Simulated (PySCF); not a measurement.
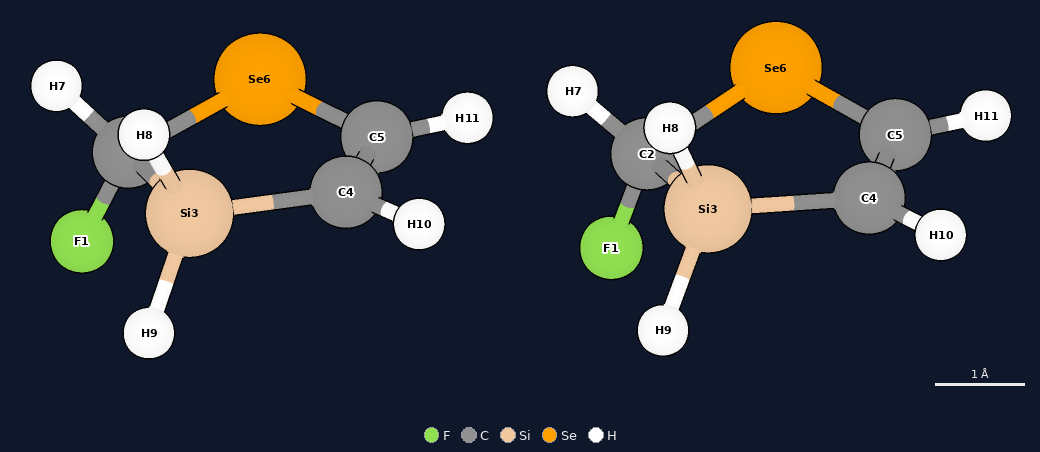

Two geometries of C₃H₅FSeSi, drawn at one scale. One is the start of a relaxation, the other its converged end. A ball-and-stick model, seen from a free direction.

Computed with PySCF, PBE0-D3(BJ)/def2-SVP geometry optimisation, gas phase. 

Q: Which of the two is the end point?

A: The right one is the relaxed one. The start comes from GFN2-xTB. Its atoms were then displaced at random by about 0.01 Å. The atom that moves furthest after the best rigid fit is Se6 (0.17 Å). Largest moves by element: Se 0.17 Å, H 0.13 Å, F 0.13 Å, C 0.08 Å, Si 0.07 Å. Near-neighbour distances that change, for instance: Si3–H9 1.436 → 1.491 Å, Si3–C4 1.824 → 1.858 Å, C2–Si3 1.948 → 1.921 Å, C5–Se6 1.878 → 1.901 Å. Among the angles between lasting bonds that change: Si3–C4–C5 119.0° → 113.8°, F1–C2–H7 104.7° → 108.5°, H8–Si3–H9 112.9° → 109.4°. After 5 geometry steps the energy has fallen by 13.1 kJ/mol. Cost: 49 s on 1 thread of Arm Neoverse V2, on a shared host.
